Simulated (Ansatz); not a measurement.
**Geometry relaxation of ZrN2H6Cl2**

System: ZrN2H6Cl2.
Method: RKS PBE/def2-SVP (Ansatz 0.2.0).

It belongs to a series of runs on one base structure; here: end point A relaxed. Figures and captions count atoms from 1; the log counts them from 0 in places.

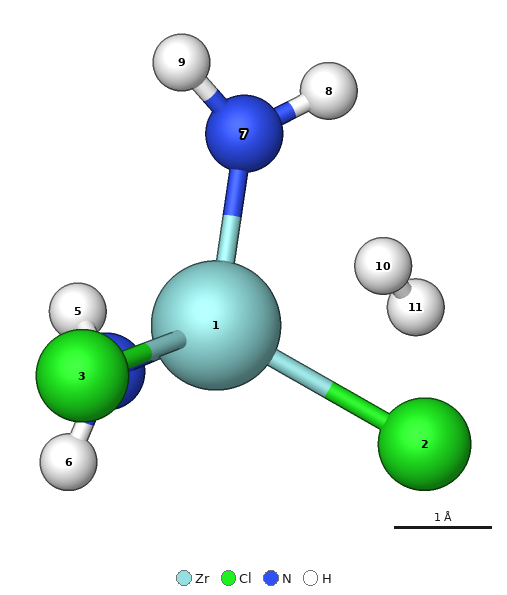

**Figure 1.** The input geometry (ball-and-stick view, seen at a tilt; atoms are numbered from 1 in the order of the input). Sticks mark near contacts. Bond lengths as drawn: Cl–Zr 2.38 to 2.49 Å, H–H 0.72 Å, H–N 1.03 Å and N–Zr 2.02 Å.

**Input file**
```yaml
crystal:
  periodic: [false, false, false]
  atoms:
    - { symbol: Zr, position_ang: [-0.034858, 0.077734, 0.005176] }
    - { symbol: Cl, position_ang: [-0.147125, 0.169808, 2.488192] }
    - { symbol: Cl, position_ang: [2.123259, 0.252831, -0.987462] }
    - { symbol: "N", position_ang: [-1.044528, 1.664516, -0.727241] }
    - { symbol: H, position_ang: [-1.914833, 1.652192, -1.270491] }
    - { symbol: H, position_ang: [-0.742543, 2.641394, -0.612339] }
    - { symbol: "N", position_ang: [-1.102023, -1.485048, -0.693477] }
    - { symbol: H, position_ang: [-1.735121, -2.074036, -0.137663] }
    - { symbol: H, position_ang: [-0.991215, -1.910206, -1.623326] }
    - { symbol: H, position_ang: [1.548808, -2.252955, 1.172785] }
    - { symbol: H, position_ang: [1.225478, -1.85463, 1.682946] }
basis:
  gaussian: { orbitals: def2-SVP }
hamiltonian:
  xc: pbe
relax:
  f_tol: 0.03
  max_steps: 50
output:
  orbitals: {}
```

Run as:
```bash
ansatz run input.yaml --threads 4 --pin off --max-ram 5120MiB --backend cpu --events-out ev --progress --plain --runs-dir out
```

**What the program printed**
```
The last accepted step is kept in [file] (removed where the run ends without a failure and the disk answers)
Engine: ansatz 0.2.0, aarch64-unknown-linux-gnu
Functional definition: PBE
  parameter kappa = 0.804
  parameter beta = 0.06672455060314922
  exchange = pbe_x(kappa = kappa, mu = beta*pi^2/3)
  correlation = pbe_c(beta = beta)
1360 factors; their error is unknown
mean field evaluation 1: about -29367.9414 eV, gradient 9.2e1 eV
mean field evaluation 2: about -29210.7669 eV, gradient 2.4e2 eV
mean field evaluation 4: about -29382.6424 eV, gradient 3.2e1 eV
mean field evaluation 8: about -29385.5771 eV, gradient 3.3e-1 eV
mean field evaluation 16: about -29385.5191 eV, gradient 1.4e-3 eV
mean field -29385.51907618 eV, -1079.8979078294 hartree, gradient 1.8e-5 eV, S^2 0.000000; 0 other end points of the search recorded, 0 dependent functions left out
the calculation of the forces begins
reference -29385.51917204 eV, -1079.8979113523 hartree; 33, 33 occupied and 92, 92 virtual orbitals, 1360 factors
relax step   1: F+E_penalty+E_count = -29385.51907618 eV  Δ(F+E_penalty+E_count) = +0.000e0 eV  max|allowed force component| = 1.334e0 eV/Å  Δτ_max = 0.0000 Å  (31 SCF iters, accepted)
these checks for a lower state are left out or cut short: starts, cluster_reference, orbital_swaps, neighbouring_geometries, increment
1360 factors; their error is unknown
mean field -29385.61778802 eV, -1079.9015354227 hartree, gradient 2.4e-5 eV, S^2 0.000000; 0 other end points of the search recorded, 0 dependent functions left out
[... from here on the field's lines of each further geometry are left out, up to the last ...]
relax step   2: F+E_penalty+E_count = -29385.61778802 eV  Δ(F+E_penalty+E_count) = -9.871e-2 eV  max|allowed force component| = 5.637e-1 eV/Å  Δτ_max = 0.1920 Å  (31 SCF iters, accepted)
relax step   3: F+E_penalty+E_count = -29385.63871279 eV  Δ(F+E_penalty+E_count) = -2.092e-2 eV  max|allowed force component| = 6.129e-1 eV/Å  Δτ_max = 0.1950 Å  (32 SCF iters, accepted)
relax step   4: F+E_penalty+E_count = -29385.64641081 eV  Δ(F+E_penalty+E_count) = -7.698e-3 eV  max|allowed force component| = 4.924e-1 eV/Å  Δτ_max = 0.0807 Å  (31 SCF iters, accepted)
relax step   5: F+E_penalty+E_count = -29385.65038021 eV  Δ(F+E_penalty+E_count) = -3.969e-3 eV  max|allowed force component| = 1.736e-1 eV/Å  Δτ_max = 0.0658 Å  (31 SCF iters, accepted)
relax step   6: F+E_penalty+E_count = -29385.65505088 eV  Δ(F+E_penalty+E_count) = -4.671e-3 eV  max|allowed force component| = 9.386e-2 eV/Å  Δτ_max = 0.1125 Å  (30 SCF iters, accepted)
relax step   7: F+E_penalty+E_count = -29385.65633262 eV  Δ(F+E_penalty+E_count) = -1.282e-3 eV  max|allowed force component| = 1.976e-2 eV/Å  Δτ_max = 0.0742 Å  (30 SCF iters, accepted)
relax step   8: F+E_penalty+E_count = -29385.65720838 eV  Δ(F+E_penalty+E_count) = -8.758e-4 eV  max|allowed force component| = 3.955e-2 eV/Å  Δτ_max = 0.0739 Å  (31 SCF iters, accepted)
relax step   9: F+E_penalty+E_count = -29385.65747900 eV  Δ(F+E_penalty+E_count) = -2.706e-4 eV  max|allowed force component| = 6.227e-2 eV/Å  Δτ_max = 0.0456 Å  (31 SCF iters, accepted)
relax step  10: F+E_penalty+E_count = -29385.65775443 eV  Δ(F+E_penalty+E_count) = -2.754e-4 eV  max|allowed force component| = 5.717e-2 eV/Å  Δτ_max = 0.0408 Å  (32 SCF iters, accepted)
relax step  11: F+E_penalty+E_count = -29385.65808032 eV  Δ(F+E_penalty+E_count) = -3.259e-4 eV  max|allowed force component| = 7.046e-2 eV/Å  Δτ_max = 0.0627 Å  (32 SCF iters, accepted)
relax step  12: F+E_penalty+E_count = -29385.65794666 eV  Δ(F+E_penalty+E_count) = +1.337e-4 eV  max|allowed force component| = 1.020e-1 eV/Å  Δτ_max = 0.0625 Å  (30 SCF iters, rejected (line search))
relax step  13: F+E_penalty+E_count = -29385.65848281 eV  Δ(F+E_penalty+E_count) = -4.025e-4 eV  max|allowed force component| = 1.703e-2 eV/Å  Δτ_max = 0.0305 Å  (32 SCF iters, accepted)
relax step  14: F+E_penalty+E_count = -29385.65879629 eV  Δ(F+E_penalty+E_count) = -3.135e-4 eV  max|allowed force component| = 6.915e-2 eV/Å  Δτ_max = 0.0978 Å  (30 SCF iters, accepted)
relax step  15: F+E_penalty+E_count = -29385.65898591 eV  Δ(F+E_penalty+E_count) = -1.896e-4 eV  max|allowed force component| = 6.224e-2 eV/Å  Δτ_max = 0.0390 Å  (31 SCF iters, accepted)
relax step  16: F+E_penalty+E_count = -29385.65924536 eV  Δ(F+E_penalty+E_count) = -2.594e-4 eV  max|allowed force component| = 4.796e-2 eV/Å  Δτ_max = 0.0151 Å  (31 SCF iters, accepted)
the calculation of the forces begins
reference -29385.65946683 eV, -1079.9030670908 hartree; 33, 33 occupied and 92, 92 virtual orbitals, 1360 factors
relax step  17: F+E_penalty+E_count = -29385.65937225 eV  Δ(F+E_penalty+E_count) = -1.269e-4 eV  max|allowed force component| = 1.831e-2 eV/Å  Δτ_max = 0.0098 Å  (32 SCF iters, accepted)
```

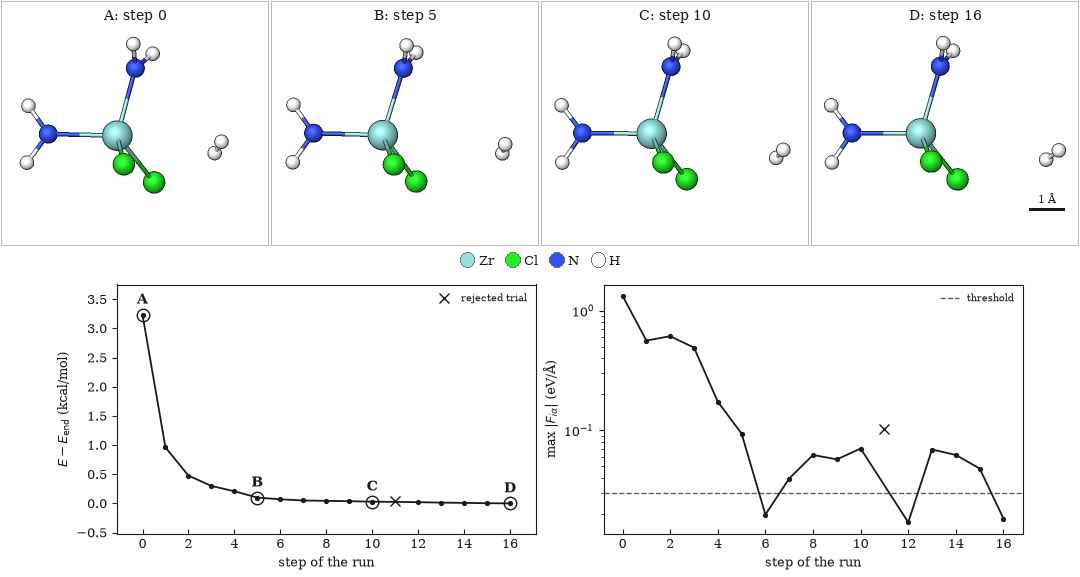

**Figure 2.** Frames of the relaxation (ball-and-stick view, seen on its broad side) above the curves, on which the letters mark them (the first geometry is step 0 here and step 1 in the log).

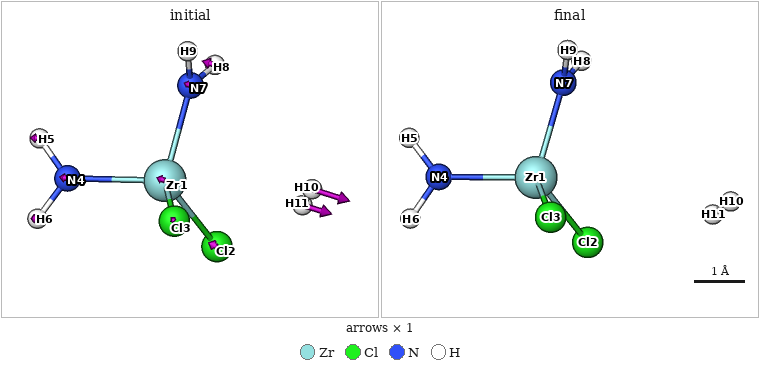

**Figure 3.** Before (left) and after (right) the relaxation, at one scale (ball-and-stick view, seen on its broad side). The pink arrows give the displacements, at true length. Over 16 geometry steps the energy falls by 3.24 kcal/mol. Largest force component: 1.3 eV/Å at the start, 0.018 eV/Å at the end. The line search rejected the trial step at point 11 (counted from 0) and went back. The largest move after the best rigid fit is that of H10, 0.83 Å. By element the largest moves are H 0.83 Å, Cl 0.23 Å, Zr 0.19 Å, N 0.19 Å. Distances before and after: Zr1–Cl2 2.487 → 2.386 Å, H10–H11 0.724 → 0.770 Å. Among the angles that change: Cl3–Zr1–N4 104.1° → 107.7°, Cl2–Zr1–Cl3 117.0° → 114.3°. (Atoms are counted from 1 in the order of the input.)

```
1360 factors; their error is unknown
mean field -29385.65937225 eV, -1079.9030636150 hartree, gradient 1.3e-5 eV, S^2 0.000000; 1 other end points of the search recorded, 0 dependent functions left out
the calculation of the forces begins
reference -29385.65946683 eV, -1079.9030670908 hartree; 33, 33 occupied and 92, 92 virtual orbitals, 1360 factors
Total energy: -29385.65946683 eV, -1079.9030670908 hartree
Atom 0 at    -0.148666     0.186993    -0.107554 Å, force     0.008050     0.003938    -0.004678 eV/Å
Atom 1 at    -0.176096     0.254953     2.277425 Å, force    -0.000573    -0.001914    -0.000407 eV/Å
Atom 2 at     2.030073     0.267175    -1.065505 Å, force    -0.002782     0.000671    -0.001300 eV/Å
Atom 3 at    -1.173157     1.796548    -0.776859 Å, force    -0.002535    -0.003485     0.002407 eV/Å
Atom 4 at    -2.036112     1.821042    -1.330711 Å, force    -0.002438    -0.001109    -0.002145 eV/Å
Atom 5 at    -0.876468     2.765007    -0.597186 Å, force     0.002797     0.005464     0.001678 eV/Å
Atom 6 at    -1.191976    -1.398474    -0.794361 Å, force    -0.004038    -0.005007     0.002241 eV/Å
Atom 7 at    -1.926511    -1.896209    -0.274380 Å, force     0.002933     0.000820    -0.003029 eV/Å
Atom 8 at    -0.995678    -1.921680    -1.657491 Å, force     0.000165     0.001626     0.002462 eV/Å
Atom 9 at     2.052830    -2.744808     1.608586 Å, force    -0.017142     0.017304     0.016048 eV/Å
Atom 10 at     1.627060    -2.248947     2.015137 Å, force     0.015563    -0.018308    -0.013277 eV/Å
Dipole moment:    -0.617928    -0.078630    -0.410408 e Å
```

**Trajectory as extended XYZ (Å, eV, eV/Å), 9 of the 17 frames kept, from step=1 to step=17**
```
11
Properties=species:S:1:pos:R:3:forces:R:3 step=1 energy=-29385.51908
Zr   -0.0349    0.0777    0.0052   -0.0853   0.0159   0.9628
Cl   -0.1471    0.1698    2.4882   -0.0456   0.1246  -0.9254
Cl    2.1233    0.2528   -0.9875    0.0010  -0.0154  -0.0085
N    -1.0445    1.6645   -0.7272   -0.0187  -0.0256   0.0436
H    -1.9148    1.6522   -1.2705    0.0014   0.0132   0.0144
H    -0.7425    2.6414   -0.6123    0.0079  -0.0172  -0.0077
N    -1.1020   -1.4850   -0.6935    0.0745   0.0416  -0.0486
H    -1.7351   -2.0740   -0.1377   -0.0255   0.0108   0.0013
H    -0.9912   -1.9102   -1.6233   -0.0079  -0.0159   0.0075
H     1.5488   -2.2530    1.1728    0.8628  -1.0590  -1.3342
H     1.2255   -1.8546    1.6829   -0.7646   0.9271   1.2949
11
Properties=species:S:1:pos:R:3:forces:R:3 step=3 energy=-29385.63871
Zr   -0.0705    0.1266   -0.0058   -0.0330   0.0893  -0.1468
Cl   -0.2313    0.3267    2.3670    0.0284  -0.0166   0.0450
Cl    2.0989    0.2812   -0.9881    0.0136  -0.0412   0.0492
N    -1.0785    1.7019   -0.7641   -0.0278   0.6129   0.1205
H    -1.9544    1.6971   -1.3020    0.0850  -0.0190   0.0188
H    -0.8216    2.6973   -0.5802   -0.1022  -0.6007  -0.1156
N    -1.1188   -1.4528   -0.7021   -0.0126  -0.0872  -0.0018
H    -1.8341   -1.9747   -0.1747    0.0635   0.0428  -0.0740
H    -0.9446   -1.9417   -1.5925   -0.0299   0.0347   0.0966
H     1.7361   -2.4821    1.2318    0.0323  -0.0263  -0.0328
H     1.4041   -2.0980    1.8077   -0.0171   0.0112   0.0406
11
Properties=species:S:1:pos:R:3:forces:R:3 step=5 energy=-29385.65038
Zr   -0.1194    0.1642   -0.0341    0.1736  -0.0211   0.0792
Cl   -0.1907    0.2998    2.3527   -0.0280   0.0116  -0.0565
Cl    2.0827    0.2641   -0.9483   -0.0646   0.0028   0.0103
N    -1.1289    1.7568   -0.7604    0.0360  -0.0374   0.0178
H    -1.9909    1.7464   -1.3157   -0.0019   0.0922  -0.0121
H    -0.8143    2.7290   -0.6293   -0.0873  -0.0607  -0.0327
N    -1.1203   -1.4555   -0.7054   -0.0914   0.0125  -0.0373
H    -1.8640   -1.9581   -0.2034    0.0149   0.0144   0.0271
H    -0.9133   -1.9768   -1.5672    0.0293   0.0099  -0.0046
H     1.8120   -2.5200    1.2702    0.0209  -0.0237  -0.0058
H     1.4324   -2.1684    1.8381   -0.0013  -0.0004   0.0146
11
Properties=species:S:1:pos:R:3:forces:R:3 step=7 energy=-29385.65633
Zr   -0.1341    0.1639   -0.0364   -0.0093   0.0182   0.0198
Cl   -0.2525    0.2958    2.3444    0.0050   0.0042  -0.0139
Cl    2.0652    0.2255   -0.9526    0.0026  -0.0013   0.0012
N    -1.1294    1.7600   -0.7762   -0.0056  -0.0029  -0.0048
H    -1.9625    1.7716   -1.3746   -0.0012   0.0015   0.0086
H    -0.8437    2.7321   -0.5985    0.0029   0.0025  -0.0026
N    -1.1696   -1.4254   -0.7241    0.0098  -0.0061  -0.0065
H    -1.9059   -1.9272   -0.2110   -0.0034   0.0006  -0.0058
H    -0.9575   -1.9488   -1.5833   -0.0066  -0.0066  -0.0013
H     1.9344   -2.5342    1.3113    0.0085  -0.0070   0.0046
H     1.5409   -2.2317    1.8981   -0.0026  -0.0031   0.0007
11
Properties=species:S:1:pos:R:3:forces:R:3 step=9 energy=-29385.65748
Zr   -0.1502    0.1783   -0.0501    0.0118   0.0016   0.0133
Cl   -0.2578    0.3043    2.3315    0.0021  -0.0023  -0.0212
Cl    2.0537    0.2258   -0.9561   -0.0102   0.0030   0.0030
N    -1.1447    1.7766   -0.7876   -0.0134  -0.0129  -0.0041
H    -1.9857    1.7923   -1.3751    0.0090   0.0001   0.0069
H    -0.8536    2.7473   -0.6121    0.0038   0.0147   0.0004
N    -1.1825   -1.4138   -0.7374   -0.0009  -0.0044  -0.0071
H    -1.9336   -1.9026   -0.2331    0.0057   0.0001  -0.0073
H    -0.9609   -1.9477   -1.5881   -0.0080   0.0014   0.0109
H     2.0187   -2.5895    1.3727   -0.0455   0.0293   0.0623
H     1.5818   -2.2895    1.9326    0.0456  -0.0306  -0.0571
11
Properties=species:S:1:pos:R:3:forces:R:3 step=11 energy=-29385.65808
Zr   -0.1546    0.1782   -0.0735    0.0171   0.0042  -0.0126
Cl   -0.2404    0.2761    2.3081   -0.0009   0.0011   0.0086
Cl    2.0444    0.2365   -0.9887   -0.0072  -0.0012   0.0011
N    -1.1518    1.7860   -0.7867   -0.0113   0.0339   0.0065
H    -2.0081    1.8105   -1.3518    0.0192   0.0016   0.0066
H    -0.8499    2.7551   -0.6130   -0.0133  -0.0363  -0.0086
N    -1.1944   -1.4088   -0.7619   -0.0075  -0.0032   0.0014
H    -1.9447   -1.8963   -0.2551    0.0040   0.0026   0.0008
H    -0.9804   -1.9427   -1.6140    0.0006  -0.0020  -0.0064
H     2.0555   -2.6343    1.4570   -0.0582   0.0424   0.0705
H     1.6097   -2.2786    1.9768    0.0574  -0.0431  -0.0679
11
Properties=species:S:1:pos:R:3:forces:R:3 step=13 energy=-29385.65848
Zr   -0.1532    0.1798   -0.0778   -0.0007  -0.0030  -0.0115
Cl   -0.2303    0.2711    2.3048    0.0004   0.0019   0.0028
Cl    2.0408    0.2403   -1.0031    0.0003  -0.0008   0.0000
N    -1.1550    1.7874   -0.7852   -0.0065   0.0103   0.0089
H    -2.0087    1.8115   -1.3536    0.0063  -0.0010   0.0018
H    -0.8569    2.7562   -0.6073   -0.0024  -0.0090  -0.0036
N    -1.1948   -1.4061   -0.7671    0.0022  -0.0001  -0.0010
H    -1.9414   -1.8960   -0.2573    0.0011   0.0012   0.0016
H    -0.9853   -1.9371   -1.6222    0.0002   0.0012  -0.0014
H     2.0578   -2.6512    1.4823   -0.0138   0.0073   0.0170
H     1.6123   -2.2742    1.9836    0.0129  -0.0079  -0.0146
11
Properties=species:S:1:pos:R:3:forces:R:3 step=15 energy=-29385.65899
Zr   -0.1488    0.1845   -0.1066   -0.0273   0.0140   0.0035
Cl   -0.1906    0.2523    2.2786    0.0091  -0.0044  -0.0059
Cl    2.0279    0.2622   -1.0689    0.0055  -0.0005   0.0015
N    -1.1716    1.7969   -0.7728    0.0101  -0.0292  -0.0115
H    -2.0289    1.8238   -1.3349   -0.0116  -0.0045  -0.0007
H    -0.8711    2.7642   -0.5957    0.0088   0.0242   0.0101
N    -1.1963   -1.3976   -0.7953    0.0126  -0.0127  -0.0029
H    -1.9273   -1.8974   -0.2723   -0.0020   0.0038  -0.0035
H    -0.9986   -1.9234   -1.6568   -0.0036   0.0096   0.0084
H     2.0614   -2.7276    1.5946   -0.0600   0.0620   0.0614
H     1.6293   -2.2562    2.0271    0.0585  -0.0622  -0.0605
11
Properties=species:S:1:pos:R:3:forces:R:3 step=17 energy=-29385.65937
Zr   -0.1487    0.1870   -0.1076    0.0080   0.0039  -0.0047
Cl   -0.1761    0.2550    2.2774   -0.0006  -0.0019  -0.0004
Cl    2.0301    0.2672   -1.0655   -0.0028   0.0007  -0.0013
N    -1.1732    1.7965   -0.7769   -0.0025  -0.0035   0.0024
H    -2.0361    1.8210   -1.3307   -0.0024  -0.0011  -0.0021
H    -0.8765    2.7650   -0.5972    0.0028   0.0055   0.0017
N    -1.1920   -1.3985   -0.7944   -0.0040  -0.0050   0.0022
H    -1.9265   -1.8962   -0.2744    0.0029   0.0008  -0.0030
H    -0.9957   -1.9217   -1.6575    0.0002   0.0016   0.0025
H     2.0528   -2.7448    1.6086   -0.0171   0.0173   0.0160
H     1.6271   -2.2489    2.0151    0.0156  -0.0183  -0.0133
```

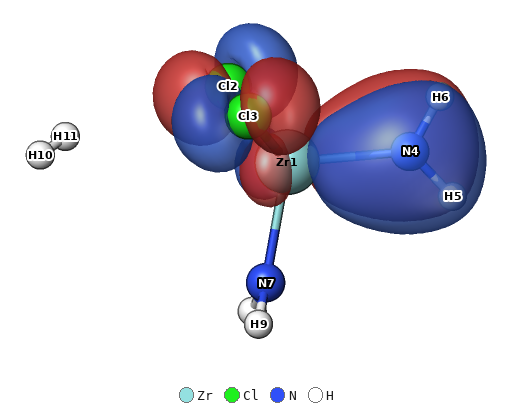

**Figure 4.** The HOMO at ±0.08 Å⁻³ᐟ² (red and blue are the two phases), seen face on. Its energy is −6.24 eV.

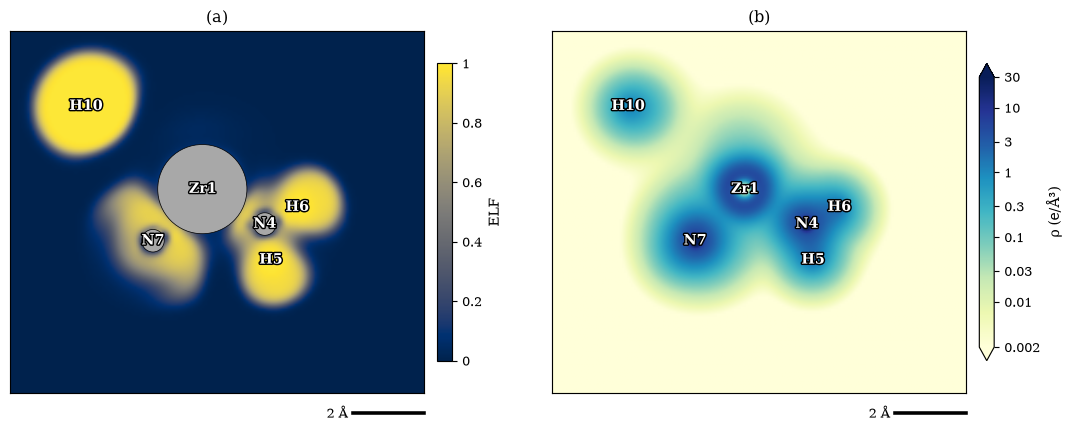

**Figure 5.** (a) ELF; (b) electron density on the plane of atoms H5, N4 and H6. Grey discs, where drawn, cover atomic cores. Zr–N (2.02 Å): ρ is about 0.86 e/Å³ halfway; the ELF peaks at about 0.90 in the valence shell of N, 0.6 Å from its nucleus, and drops to about 0.30 between the two atoms.

**Key numbers**

- outcome: converged
- total energy: −29385.6595 eV
- mean-field energy: −29385.6595 eV
- largest force (length of the vector) at the end: 0.029 eV/Å
- hardware: 4 threads of Arm Neoverse V1, 24 GiB of memory available, shared host
- wall time: 34 s (CPU time 2.1 min)
- peak memory: 0.2 GiB
